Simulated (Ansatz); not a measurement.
# H3NSi (charge −1, doublet): what the fields show

```json
{"atom": "N", "x (Å)": "0.2512", "y (Å)": "-0.0802", "z (Å)": "0.6816"}
{"atom": "Si", "x (Å)": "0.2681", "y (Å)": "0.0778", "z (Å)": "-1.1487"}
{"atom": "H", "x (Å)": "0.9459", "y (Å)": "-0.7065", "z (Å)": "1.0703"}
{"atom": "H", "x (Å)": "1.8172", "y (Å)": "0.0104", "z (Å)": "-1.2583"}
{"atom": "H", "x (Å)": "-0.6516", "y (Å)": "-0.3710", "z (Å)": "1.0346"}
```

Geometry: PBE0-D4/def2-TZVPD; the highest occupied orbital lies above zero, a sign that basis and functional describe the outermost electron poorly.

These are results of isolated molecule in a Gaussian basis; Kohn-Sham density functional theory, functional PBE0 (Ansatz), not measurements.

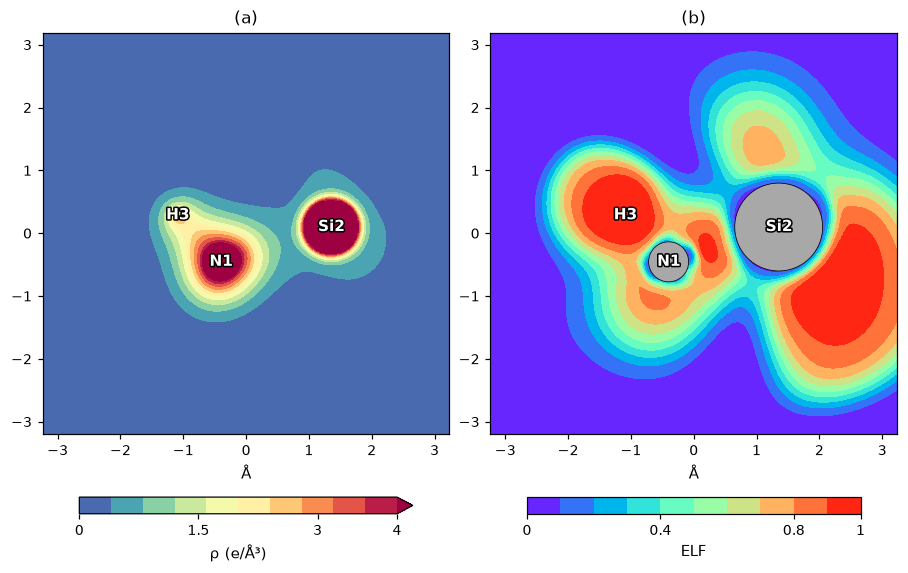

Figure 1. (a) total electron density; (b) ELF on the plane of atoms Si2, N1 and H3. Grey discs cover the atomic cores in the ELF map.

### Interpret the plot.

The plane passes through N, Si and H nuclei. Si–N (1.84 Å): the density is about 0.88 e/Å³ at the midpoint; the ELF peaks at about 0.90 between the atoms; a shared but strongly polarised pair. N–H (1.01 Å): the density is about 2.8 e/Å³ at the midpoint; the ELF climbs to about 1 towards the hydrogen, as it does in any bond to H; a covalent bond by its length. The ELF also peaks beside Si2, away from the bonds: non-bonding electrons, paired or unpaired.

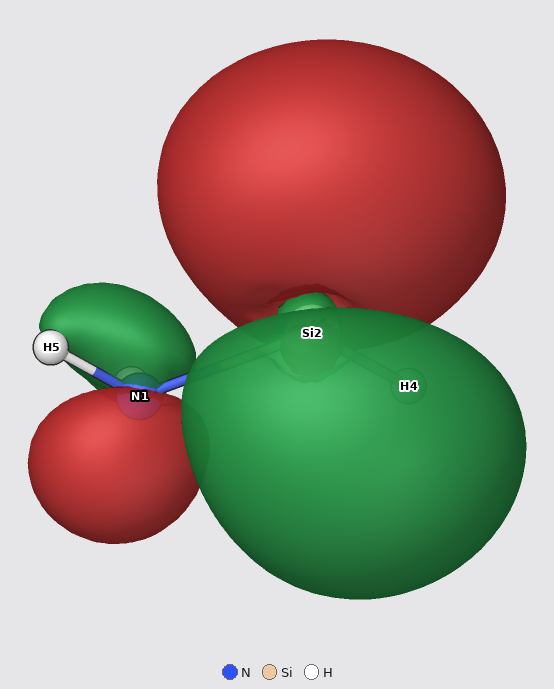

Figure 2. The HOMO (α) at ±0.08 Å⁻³ᐟ² (green and red are the two phases), seen from one side.

### Where does this orbital lie, and at what energy?

By Hirshfeld shares it lies mainly on Si2 (about 85 %) and N1 (about 10 %). Its energy is 1.72 eV.
